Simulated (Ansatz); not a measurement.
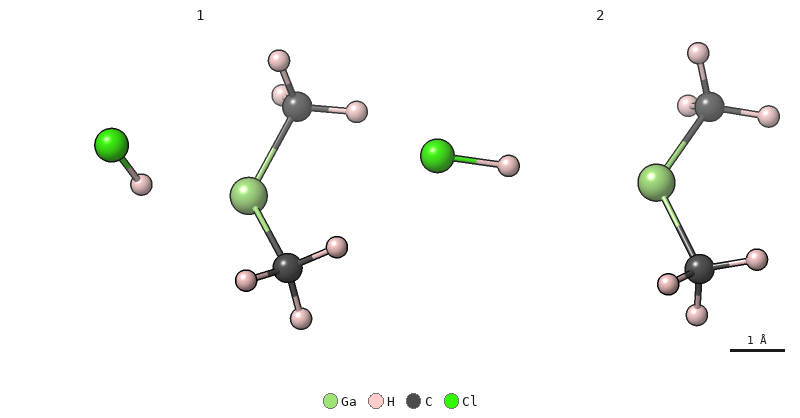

Two geometries of C$_{2}$H$_{7}$ClGa (multiplicity 2), drawn at one scale. One is the start of a relaxation, the other its converged end. The picture is a ball-and-stick view, seen at a tilt.

Level of theory: UKS PBE/def2-SVP (Ansatz). (collinear spin; force threshold 0.03 eV/Å; at most 50 steps)

Which of the two is the end point?

Answer. Structure 1 is the relaxed one. The run prepares an end point of a later path (reaction) calculation, from a guessed geometry. The atom that moves furthest after the best rigid fit is the Cl atom (1.45 Å). By element the largest moves are Cl 1.45 Å, H 0.83 Å, Ga 0.49 Å, C 0.23 Å. Among the contacts that change: Cl–Ga 4.109 → 2.980 Å, Ga–H 2.763 → 2.006 Å, Cl–H 1.348 → 1.413 Å, C–Ga 2.005 → 1.996 Å. Bond angles that change, for instance: Ga–C–H 109.0° → 111.6°. Groups turn about C–Ga by about 25°. The energy falls by 0.129 eV in 16 geometry steps. The largest force component goes from 0.66 to 0.0098 eV/Å. The run took 32 s on 4 threads of Arm Neoverse V1, on a shared host, peak memory 0.2 GiB.

Limits of the set-up: the start holds two separate molecules, 2.8 Å apart at their closest, whose relative position is a soft coordinate and is computed without a dispersion correction.
